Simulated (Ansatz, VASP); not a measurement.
# Cross-check of MgS (Niningerite) between VASP and Ansatz

Aim: how closely do two programs agree when they are given the same cell, functional and k mesh?

Method: plane waves, with VASP 6.6.1 beside it; band structure at r2SCAN-EpsX, in Ansatz 0.2.0.

## Step 1: The structure

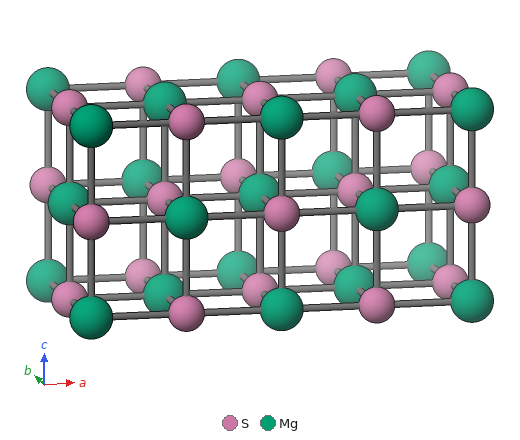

The starting structure, seen slightly off an axis (sulfur pink, magnesium teal). 2×1×1 cells are drawn. This picture shows the conventional cell, with its axes. Some periodic images of atoms are drawn too.

## Step 2: VASP: band structure, r2SCAN-EpsX

The same path points are solved in both programs, so levels can be compared one by one.

Lines of VASP's logs that name or quote its potential files are left out, and so is its time.

INCAR reads:

```
SYSTEM = MgS
PREC = Accurate
ENCUT = 350
EDIFF = 1E-06
NELM = 100
ISMEAR = 0
SIGMA = 0.03
LREAL = .FALSE.
ALGO = Normal
LHFCALC = .TRUE.
AEXX = 0.181
METAGGA = R2SCAN
LASPH = .TRUE.
NBANDS = 10
PRECFOCK = Fast
HFRCUT = -1
LORBIT = 11
LWAVE = .FALSE.
LCHARG = .FALSE.
KPAR = 4
```

POSCAR reads:

```
MgS
1.0
    0.0000000000      2.6016500000      2.6016500000
    2.6016500000      0.0000000000      2.6016500000
    2.6016500000      2.6016500000      0.0000000000
S Mg
1 1
Direct
    0.5000000000      0.5000000000      0.5000000000
    0.0000000000      0.0000000000      0.0000000000
```

KPOINTS reads:

```
Automatic mesh
0
Gamma
5 5 5
0 0 0
```

KPOINTS_OPT reads:

```
Line mode
10
Line-mode
Reciprocal
  0.00000000   0.00000000   0.00000000 GAMMA
  0.50000000   0.00000000   0.50000000 X

  0.50000000   0.00000000   0.50000000 X
  0.50000000   0.25000000   0.75000000 W

  0.50000000   0.25000000   0.75000000 W
  0.37500000   0.37500000   0.75000000 K

  0.37500000   0.37500000   0.75000000 K
  0.00000000   0.00000000   0.00000000 GAMMA

  0.00000000   0.00000000   0.00000000 GAMMA
  0.50000000   0.50000000   0.50000000 L

  0.50000000   0.50000000   0.50000000 L
  0.62500000   0.25000000   0.62500000 U

  0.62500000   0.25000000   0.62500000 U
  0.50000000   0.25000000   0.75000000 W

  0.50000000   0.25000000   0.75000000 W
  0.50000000   0.50000000   0.50000000 L

  0.50000000   0.50000000   0.50000000 L
  0.37500000   0.37500000   0.75000000 K

  0.62500000   0.25000000   0.62500000 U
  0.50000000   0.00000000   0.50000000 X
```

The projector-augmented-wave data sets are S and Mg (PBE family, release 64).

Command:

```sh
mpirun -np 4 vasp_std
```

Numbers of over 12 decimals in the logs are rounded to 6 here.

What it wrote:

```text
[banner, memory and clock lines left out]
running    4 mpi-ranks, on    1 nodes
 distrk:  each k-point on    1 cores,    4 groups
 distr:  one band on    1 cores,    1 groups

 POSCAR found type information on POSCAR S Mg
 POSCAR found :  2 types and       2 ions
|                                                                             |
|               ----> ADVICE to this user running VASP <----                  |
|                                                                             |
|     You enforced a specific xc type in the INCAR file but a different       |
|     [... a line on the potential file left out ...]
|     I HOPE YOU KNOW WHAT YOU ARE DOING!                                     |
|                                                                             |

 LDA part: xc-table for (None), standard interpolation
 found WAVECAR, reading the header
 POSCAR, INCAR and KPOINTS ok, starting setup
 FFT: planning ... GRIDC
 FFT: planning ... GRID_SOFT
 FFT: planning ... GRID
 HFRCUT set to (new)   10.167152
 reading WAVECAR
 the WAVECAR file was read successfully
 initial charge from wavefunction
 entering main loop
       N       E                     dE             d eps       ncg     rms          rms(c)
DAV:   1    -0.156051075300E+02   -0.15605E+02   -0.11813E+00   218   0.695E+00    0.279E+00
DAV:   2    -0.156122438177E+02   -0.71363E-02   -0.20274E-02   260   0.105E+00    0.212E+00
DAV:   3    -0.156094090537E+02    0.28348E-02   -0.25784E-03   204   0.264E-01    0.131E+00
DAV:   4    -0.156086260260E+02    0.78303E-03   -0.10040E-03   214   0.163E-01    0.810E-01
DAV:   5    -0.156083899088E+02    0.23612E-03   -0.16143E-04   216   0.711E-02    0.482E-01
DAV:   6    -0.156083005214E+02    0.89387E-04   -0.25296E-05   212   0.343E-02    0.278E-01
DAV:   7    -0.156082643139E+02    0.36207E-04   -0.70015E-06   214   0.206E-02    0.155E-01
DAV:   8    -0.156082491478E+02    0.15166E-04   -0.26737E-06   216   0.132E-02    0.849E-02
DAV:   9    -0.156082425749E+02    0.65729E-05   -0.10660E-06   198   0.833E-03    0.460E-02
DAV:  10    -0.156082396325E+02    0.29424E-05   -0.40924E-07   100   0.524E-03    0.253E-02
DAV:  11    -0.156082382773E+02    0.13551E-05   -0.20500E-07   104   0.408E-03    0.132E-02
DAV:  12    -0.156082376394E+02    0.63787E-06   -0.74194E-08   102   0.247E-03
   1 F= -.15608238E+02 E0= -.15608238E+02  d E =-.767501E-24
 Start KPOINTS_OPT (optional k-point list driver)
k-point batch [1-10\100]
       N       E                     dE             ncg
DAV:   1     0.199267418337E+03   -0.13439E+04      200
DAV:   2    -0.105716949272E+03   -0.30498E+03      252
DAV:   3    -0.126053275559E+03   -0.20336E+02      260
DAV:   4    -0.126270715367E+03   -0.21744E+00      248
DAV:   5    -0.126272013209E+03   -0.12978E-02      252
DAV:   6    -0.126272021509E+03   -0.83007E-05      252
DAV:   7    -0.126272021622E+03   -0.11237E-06      228
[...]
k-point batch [91-100\100]
       N       E                     dE             ncg
DAV:   1     0.624087703852E+02   -0.27885E+04      208
DAV:   2    -0.178208499796E+03   -0.24062E+03      284
DAV:   3    -0.189468302000E+03   -0.11260E+02      262
DAV:   4    -0.189577994349E+03   -0.10969E+00      284
DAV:   5    -0.189578438903E+03   -0.44455E-03      296
DAV:   6    -0.189578441410E+03   -0.25076E-05      298
DAV:   7    -0.189578441436E+03   -0.25383E-07      276
```

Parts of OUTCAR (step 2):

```text
ion  position               nearest neighbor table
   1  0.500  0.500  0.500-   2 2.60   2 2.60   2 2.60   2 2.60   2 2.60   2 2.60
   2  0.000  0.000  0.000-   1 2.60   1 2.60   1 2.60   1 2.60   1 2.60   1 2.60

  LATTYP: Found a face centered cubic cell.
 ALAT       =     5.2033000000

 Subroutine GETGRP returns: Found 48 space group operations
 (whereof 48 operations were pure point group operations)

The static configuration has the point symmetry O_h .

 Found     10 irreducible k-points:

   k-points           NKPTS =     10   k-points in BZ     NKDIM =    125   number of bands    NBANDS=     10

   dimension x,y,z NGX =    24 NGY =   24 NGZ =   24
   dimension x,y,z NGXF=    48 NGYF=   48 NGZF=   48

   ENCUT  =  350.0 eV  25.72 Ry    5.07 a.u.   5.61  5.61  5.61*2*pi/ulx,y,z

   NELECT =       8.0000    total number of electrons

 k-points in reciprocal lattice and weights: Automatic mesh
   0.00000000  0.00000000  0.00000000       0.008
   0.20000000  0.00000000  0.00000000       0.064
   0.40000000  0.00000000  0.00000000       0.064
   0.20000000  0.20000000  0.00000000       0.048
   0.40000000  0.20000000  0.00000000       0.192
  -0.40000000  0.20000000  0.00000000       0.192
  -0.20000000  0.20000000  0.00000000       0.096
   0.40000000  0.40000000  0.00000000       0.048
  -0.40000000  0.40000000  0.00000000       0.096
  -0.40000000  0.40000000  0.20000000       0.192

  exchange ACFDT corr.  =         0.00000000  see jH, gK, PRB 81, 115126

 average (electrostatic) potential at core
       1 -85.4927       2 -36.1916

 E-fermi :   3.0262

 k-point     1 :       0.0000    0.0000    0.0000
  band No.  band energies     occupation
      1     -11.1829      2.00000
      2       2.8190      2.00000
      3       2.8190      2.00000
      4       2.8190      2.00000
      5       8.4826      0.00000
      6      12.5701      0.00000
      7      12.5701      0.00000
      8      12.5701      0.00000
      9      15.1358      0.00000
    ...

 k-point     2 :       0.2000    0.0000    0.0000
  band No.  band energies     occupation
      1     -10.7822      2.00000
      2       0.6132      2.00000
      3       2.5689      2.00000
      4       2.5689      2.00000
      5       9.6482      0.00000
      6      12.5839      0.00000
      7      12.7750      0.00000
      8      12.7750      0.00000
      9      14.5891      0.00000
    ...

 k-point     3 :       0.4000    0.0000    0.0000
  band No.  band energies     occupation
      1      -9.9458      2.00000
      2      -1.9789      2.00000
      3       2.2179      2.00000
      4       2.2179      2.00000
      5       9.2069      0.00000
      6      11.7030      0.00000
      7      11.7030      0.00000
      8      15.1654      0.00000
      9      16.7559      0.00000
    ...

  energy-cutoff  :      350.00
  volume of cell :       35.22
      direct lattice vectors                 reciprocal lattice vectors
     0.000000000  2.601650000  2.601650000    -0.192185728  0.192185728  0.192185728
     2.601650000  0.000000000  2.601650000     0.192185728 -0.192185728  0.192185728
     2.601650000  2.601650000  0.000000000     0.192185728  0.192185728 -0.192185728

 POSITION                                       TOTAL-FORCE (eV/Angst)
 -----------------------------------------------------------------------------------
      2.60165      2.60165      2.60165         0.000000      0.000000      0.000000
      0.00000      0.00000      0.00000        -0.000000     -0.000000     -0.000000
 -----------------------------------------------------------------------------------
    total drift:                                0.000000      0.000000     -0.000000

  FREE ENERGIE OF THE ION-ELECTRON SYSTEM (eV)
  ---------------------------------------------------
  free  energy   TOTEN  =       -15.6082376394 eV

  energy  without entropy=      -15.6082376394  energy(sigma->0) =      -15.60823764

 total charge
# of ion       s       p       d       tot
------------------------------------------
    1        1.300   2.546   0.000   3.846
    2        0.124   0.124   0.037   0.285
--------------------------------------------------
tot          1.423   2.670   0.037   4.131

[... 3 further parts left out ...]
```

[end of part 1 of 2]

[Lines on the potential files, build, host, timing and source positions are cut from VASP's logs without a mark.]

[Logs are printed without paths, hosts, clocks, repeated set-up lines and the standing remarks that a program may print on its own settings, such as how far it seeks lower states.]

[Hosts, paths, dates, database ids (printed as entryN), source tags and the programs' standing remarks are cut or masked in the printed files.]
